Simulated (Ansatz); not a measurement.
# H$_{6}$N$_{2}$OSi (SMILES N[SiH](N)O): what the fields show

```xyz
10

N    -0.7210    1.0461   -0.2513
Si    0.5251    0.1206    0.1363
N    -0.3428   -1.0850    0.9025
O     1.0962   -0.5007   -1.2835
H    -0.4377    2.0367   -0.4072
H    -1.3652    1.1382    0.5602
H     1.5658    0.7939    0.9646
H    -0.9757   -1.4134    0.2640
H     0.3283   -1.8500    1.1032
H     0.4102   -0.3376   -1.9859
```

These are results of SCF SVWN5, Gaussian basis (Ansatz), not measurements.

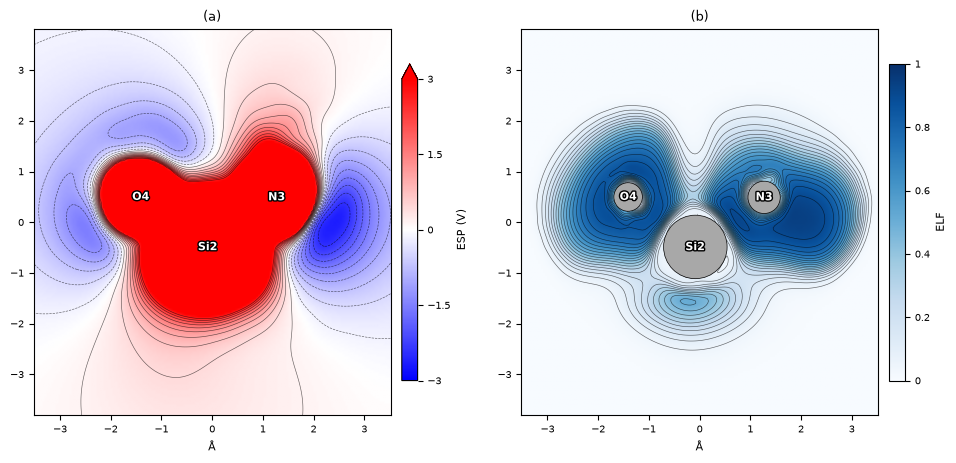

Figure 1. (a) molecular electrostatic potential; (b) electron localisation function on the plane of atoms N3, Si2 and O4. Grey discs cover the atomic cores in the ELF map.

Describe what can be read from this map.

Answer. The section cuts through Si, N and O sites.
Si–O (1.65 Å): the ELF peaks at about 0.90 between the atoms (a shared but strongly polarised pair).
Si–N (1.67 Å): the ELF peaks at about 0.90 between the atoms: a short, strongly polar bond.
The ELF also peaks beside O4 and N3, away from the bonds: lone-pair regions.
Outside the dense part of the molecule the potential is most negative (−2.7 V) near N3.

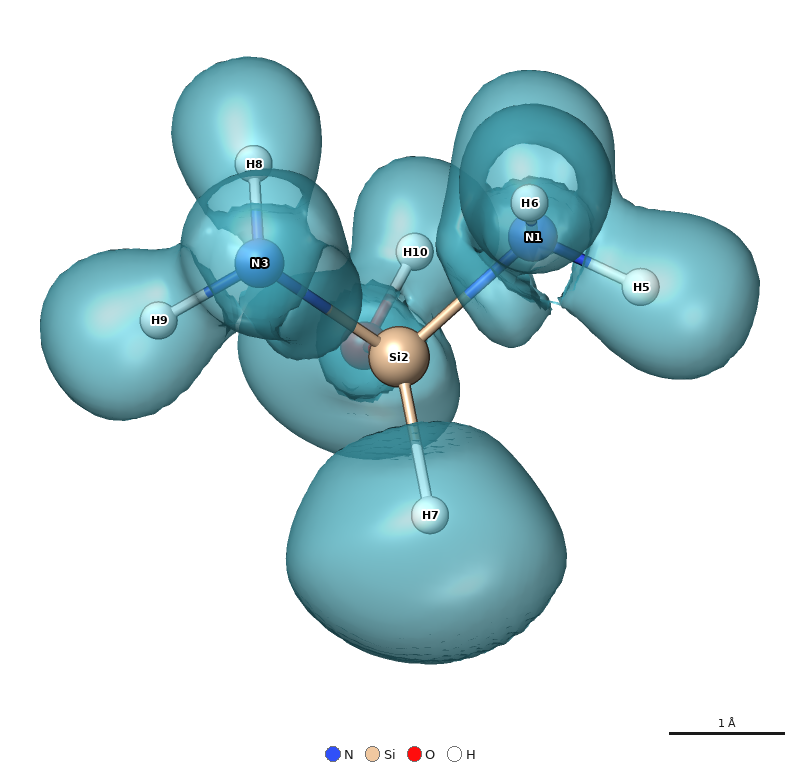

Figure 2. Isosurface of the electron localisation function at 0.75 (cyan), seen from one side. Only the valence region is drawn (cores and ρ < 0.01 e/Å³ removed).

Describe the localisation domains.

Answer. The surface consists of one region around a hydrogen nucleus, two joined regions spread over several atoms (H, N), in which their bonds and any lone pairs are merged and one joined region spread over several atoms (H, O), in which their bonds and any lone pairs are merged. Along the contacts the grid gives the following. Si–N (1.60 Å): the ELF peaks at about 0.90 between the atoms, as expected for a short, strongly polar bond.

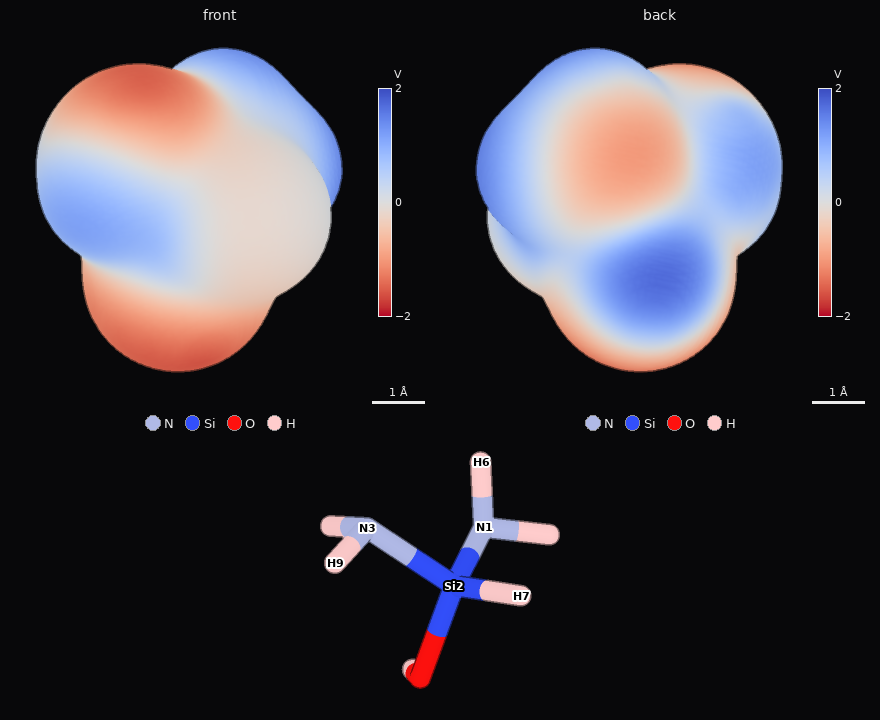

Figure 3. The molecular electrostatic potential painted on the density surface at 0.001 e/bohr³, seen from the front and from behind; the colour scale runs from red (negative) to blue (positive). The bare structure is drawn below in the same view.

Where is the surface potential most negative and most positive?

Answer. The most negative region (about −1.5 V) lies over O4, the most positive (about +1.7 V) over H10. O4 is the likeliest acceptor of a hydrogen bond.
